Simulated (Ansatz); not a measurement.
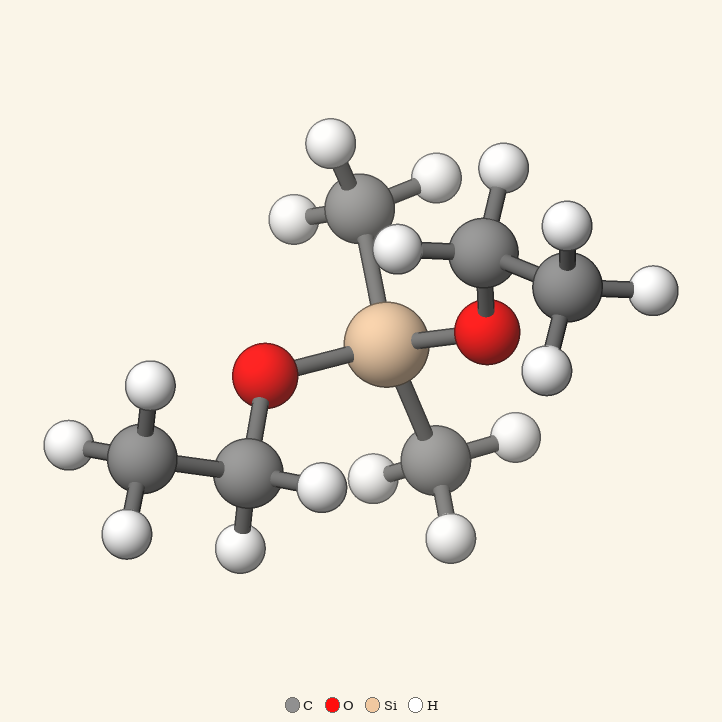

The geometry was computed by an optimisation with PBE0-D4/def2-TZVP. No frequency run is at hand to confirm it as a minimum. Program: Ansatz 0.2.0.

Compare HOMO–LUMO gap (eV), HOMO energy (eV) at these levels: B3LYP-D4/def2-TZVPP; BHLYP-D4/def2-TZVPP; BLYP-D4/def2-TZVPP; PBE-D4/def2-TZVPP; PBE0-D4/def2-TZVPP; ωB97M-V/def2-SVP; ωB97M-V/def2-TZVPP; ωB97X-V/def2-TZVPP.

```
              level  HOMO–LUMO gap (eV)  HOMO energy (eV)
B3LYP-D4/def2-TZVPP                8.19             −7.56
BHLYP-D4/def2-TZVPP               10.73             −9.20
 BLYP-D4/def2-TZVPP                6.37             −6.19
  PBE-D4/def2-TZVPP                6.43             −6.26
 PBE0-D4/def2-TZVPP                8.73             −7.77
   ωB97M-V/def2-SVP               13.14            −10.03
 ωB97M-V/def2-TZVPP               12.45            −10.13
 ωB97X-V/def2-TZVPP               12.97            −10.22
```
